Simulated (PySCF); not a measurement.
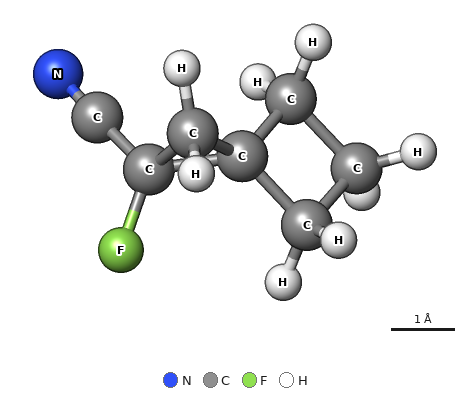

Figure 1. The input geometry (ball-and-stick view, seen at a tilt). Bond lengths as drawn: C–C 1.42 to 1.54 Å, C–F 1.37 Å, C–H 1.08 to 1.09 Å and C–N 1.14 Å.

**Run report: C7H8FN, NMR shielding calculation**

- system: C7H8FN
- method: GIAO OPBE/pcSseg-1 NMR shielding, non-relativistic, gas phase (PySCF 2.14.0)

Some settings of this run were made unusual or wrong on purpose. The geometry comes from this level: GFN2-xTB.

The input
```
{"job": {"kind": "nmr", "xc": "OPBE", "basis": "pcSseg-1", "pop": false, "grid": 0, "scf": {"max_cycle": 87}}, "charge": 0, "multiplicity": 1}
N     -1.262486     2.895193     1.449768
C     -1.360331     1.851150     0.990911
C     -1.423102     0.546687     0.424951
F     -2.472891     0.369183    -0.439988
C     -1.004152    -0.651972     1.246641
C     -0.143691    -0.194818     0.116535
C      0.149140    -0.925164    -1.181940
C      1.575846    -0.345484    -1.150148
C      1.263183     0.374837     0.175641
H     -0.682931    -0.469429     2.261817
H     -1.594671    -1.546583     1.111822
H     -0.460801    -0.604263    -2.024747
H      0.092956    -2.009516    -1.101738
H      1.800602     0.325574    -1.974804
H      2.359650    -1.094785    -1.079016
H      1.314906     1.461693     0.133370
H      1.841775     0.029726     1.031016
```

The first line tells a small driver script what to run in PySCF; the rest is the geometry in Å.

Command:
```bash
OMP_NUM_THREADS=1 python <driver script> task.json out
```

The program's output
```
final grid: 14712 points
cycle   1  E = -425.6986817537  dE =  1.204e+00  |g| = 7.037e-01  |ddm| = 3.948e+00
cycle   2  E = -425.3268519972  dE =  3.718e-01  |g| = 1.511e+00  |ddm| = 1.927e+00
cycle   3  E = -425.7640671926  dE = -4.372e-01  |g| = 4.312e-01  |ddm| = 1.434e+00
cycle   4  E = -425.8053798962  dE = -4.131e-02  |g| = 8.853e-02  |ddm| = 3.571e-01
cycle   5  E = -425.8069125456  dE = -1.533e-03  |g| = 3.066e-02  |ddm| = 1.061e-01
cycle   6  E = -425.8071151162  dE = -2.026e-04  |g| = 7.400e-03  |ddm| = 3.304e-02
cycle   7  E = -425.8071263097  dE = -1.119e-05  |g| = 2.229e-03  |ddm| = 8.571e-03
cycle   8  E = -425.8071274539  dE = -1.144e-06  |g| = 6.197e-04  |ddm| = 3.335e-03
cycle   9  E = -425.8071275254  dE = -7.154e-08  |g| = 2.119e-04  |ddm| = 7.801e-04
cycle  10  E = -425.8071275345  dE = -9.087e-09  |g| = 6.998e-05  |ddm| = 2.826e-04
cycle  11  E = -425.8071275355  dE = -9.859e-10  |g| = 2.420e-05  |ddm| = 8.486e-05
converged SCF energy = -425.8071275355

GIAO shielding tensors (ppm)
atom      isotropic    diamagn.    paramagn.     s11        s22        s33       span
  0 N      -32.535     339.549    -372.084   -196.659   -162.690    261.742    458.401
  1 C       73.129     261.582    -188.453    -38.710    -30.181    288.278    326.988
  2 C      116.119     245.865    -129.747     68.169     92.099    188.089    119.921
  3 F      381.143     470.173     -89.029    315.253    389.002    439.175    123.921
  4 C      158.216     252.402     -94.185    136.309    154.457    183.883     47.573
  5 C      155.007     252.693     -97.686    118.980    151.228    194.814     75.835
  6 C      161.717     245.772     -84.055    143.948    158.912    182.291     38.343
  7 C      171.596     252.733     -81.138    164.757    167.892    182.138     17.381
  8 C      159.526     246.916     -87.390    144.292    152.908    181.377     37.085
  9 H       30.487      31.006      -0.520     26.265     27.602     37.593     11.328
 10 H       30.394      30.630      -0.236     26.172     27.579     37.432     11.261
 11 H       28.929      29.949      -1.020     25.138     27.699     33.951      8.813
 12 H       29.344      30.001      -0.657     25.491     27.298     35.241      9.750
 13 H       29.402      30.080      -0.678     26.002     26.759     35.446      9.445
 14 H       29.469      29.776      -0.307     25.995     26.562     35.849      9.854
 15 H       28.992      31.405      -2.413     25.267     27.959     33.750      8.482
 16 H       29.493      30.762      -1.270     25.839     27.436     35.203      9.364
```

Outcome

- outcome: converged
- total energy: −425.807128 hartree
- HOMO: −6.76 eV
- LUMO: −1.09 eV
- dipole moment: 4.07 D
- isotropic shielding, N: −32.5 ppm
- isotropic shielding, C: 73.1 to 171.6 ppm
- isotropic shielding, F: 381.1 ppm
- isotropic shielding, H: 28.9 to 30.5 ppm
- hardware: 1 CPU thread, shared host
- wall time: 34 s
- peak memory: 0.78 GiB

Some settings of this run were drawn to be unusual or wrong; see grid = 0. It converged; results that depend on the unusual settings are not reference values.
